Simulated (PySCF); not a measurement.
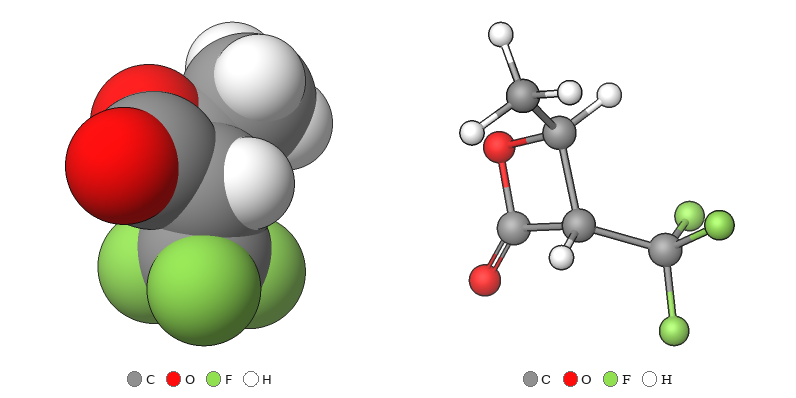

Two views of one molecule.

The geometry was computed by an optimisation with GFN2-xTB. No frequency run is at hand to confirm it as a minimum.

Description:

The molecule is C₅H₅F₃O₂. Its SMILES string is `C[C@@H]1OC(=O)[C@H]1C(F)(F)F`. Independent rings (smallest set): 1 of 4 members. Among its groups: ester, C–F bond. The point group is C1. Coordination, clear cases only: 2 C tetrahedral; 1 O bent.

More results for the same structure follow; atom numbers are the same in all pictures, views and colours differ.

### Shape

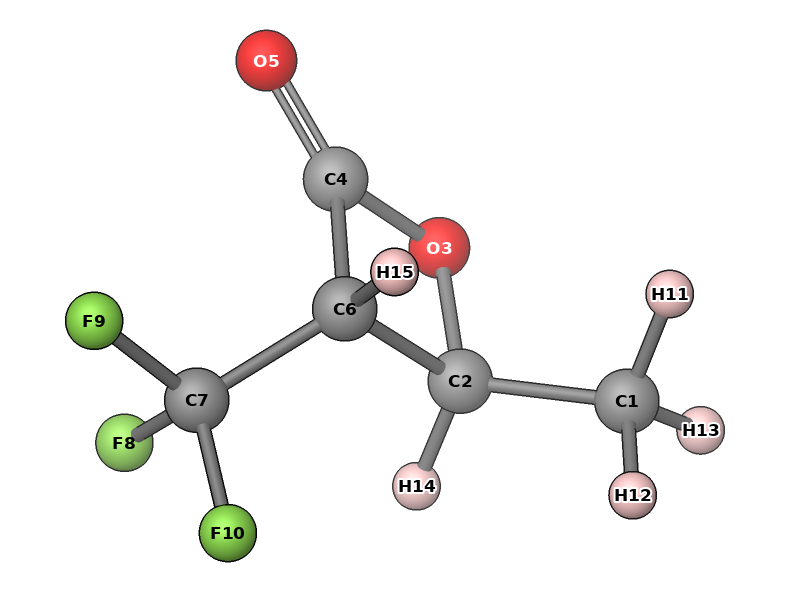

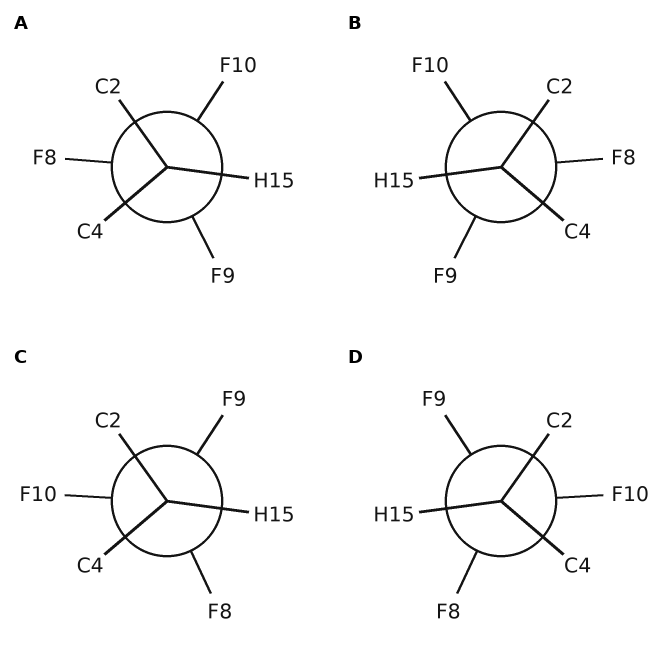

Distant atoms are faded towards the background colour. Bonds that would overlap in a projection are set slightly apart. No frequency run is at hand to confirm it as a minimum.

Which Newman projection shows the view along C6–C7, with C6 in front?

Answer. A. The torsion angle C2–C6–C7–F8 is −50°, synclinal (gauche).

### Electronic properties

No frequency run is at hand to confirm it as a minimum. Level of theory: PBE0/def2-SVPD, gas phase (PySCF 2.14.0). Excitations: vertical, linear response.

Predict the main results.

- dipole moment: 4.36 D
- HOMO energy (Kohn–Sham orbital): −8.76 eV
- LUMO energy (Kohn–Sham orbital): −0.57 eV
- HOMO–LUMO gap: 8.20 eV
- mean static polarisability: 65.3 bohr³
- lowest vertical singlet excitation: 5.91 eV
- its oscillator strength: 0.001
- brightest of the 6 lowest singlets: 7.89 eV
- its oscillator strength: 0.08

### Ring current

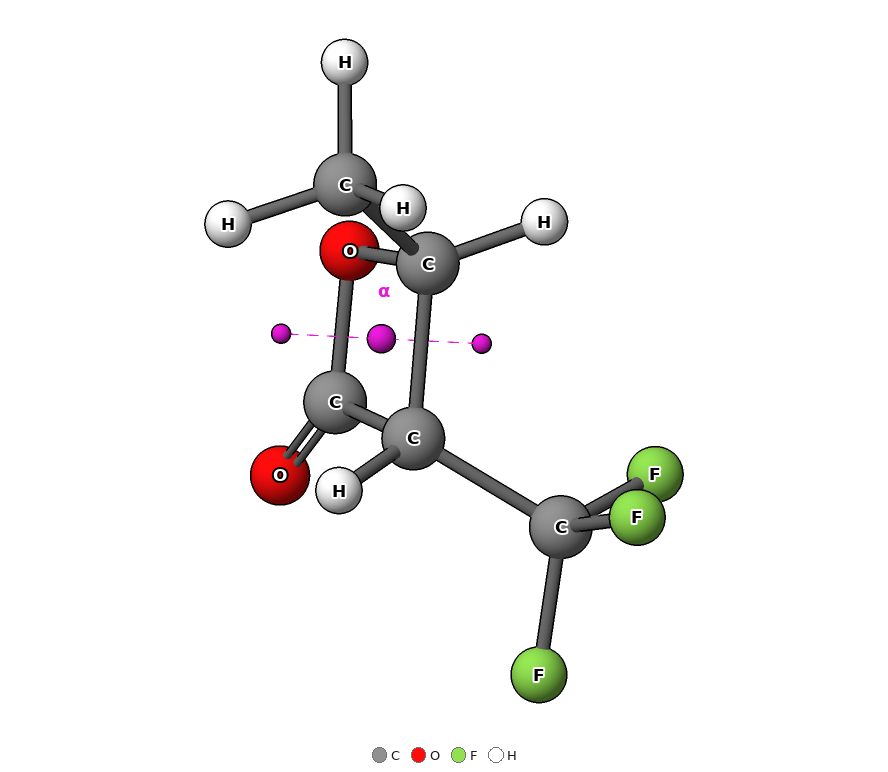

The small points mark where nucleus-independent chemical shifts (NICS) were computed: at the centre of each lettered ring and 1 Å above and below it. No frequency run is at hand to confirm it as a minimum. Method: GIAO PBE0/pcSseg-1 NMR shielding, non-relativistic, gas phase (PySCF 2.14.0).

Give NICS(0), NICS(1) and the out-of-plane component NICS(1)zz for each ring (means of the two sides).

```tsv
ring	members	NICS(0)	NICS(1)	NICS(1)zz
α	C3O	−3.3	−2.0	−0.9
```

Values in ppm.

### NMR shielding

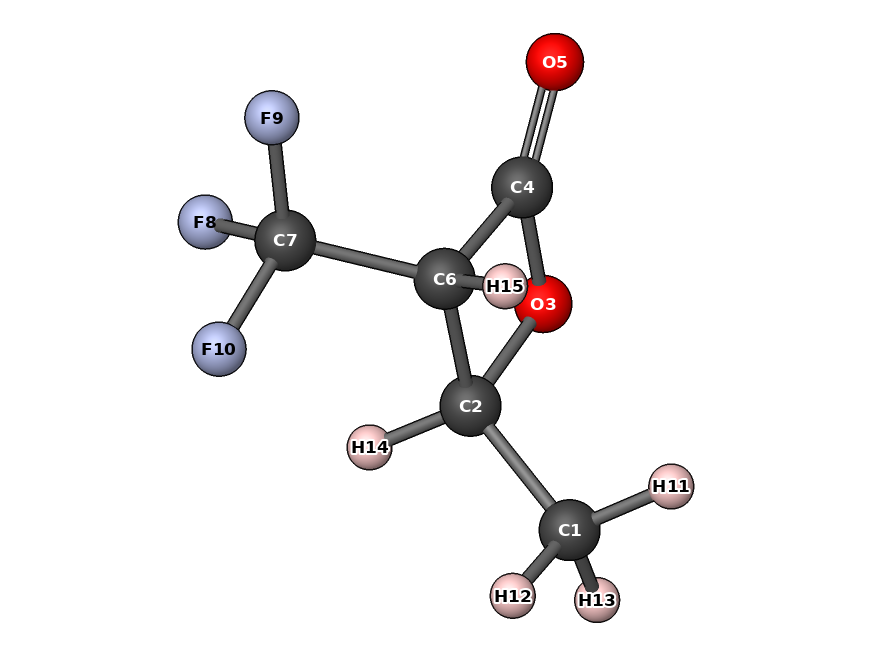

The questions are on isotropic NMR shieldings of the H atoms. No frequency run is at hand to confirm it as a minimum. Properties computed with GIAO PBE0/pcSseg-1 NMR shielding, non-relativistic, gas phase (PySCF 2.14.0).

Give the isotropic NMR shieldings of the H atoms atom by atom.

```json
{"atom": "H11", "σ (ppm)": "30.31"}
{"atom": "H12", "σ (ppm)": "30.27"}
{"atom": "H13", "σ (ppm)": "29.70"}
{"atom": "H14", "σ (ppm)": "27.04"}
{"atom": "H15", "σ (ppm)": "28.18"}
```

### Quadrupole coupling

No frequency run is at hand to confirm it as a minimum. Electric field gradients from the ground-state density, PBE0/pcSseg-1 (PySCF 2.14.0), non-relativistic apart from any core potentials.

Give the largest field-gradient component, the quadrupole coupling constant and the asymmetry for 17O at O3 (Q = −25.6 mb), 17O at O5 (Q = −25.6 mb).

```tsv
atom	V_zz (a.u.)	e²qQ/h (MHz)	η
O3	1.526	−9.18	0.49
O5	−1.456	8.76	0.28
```
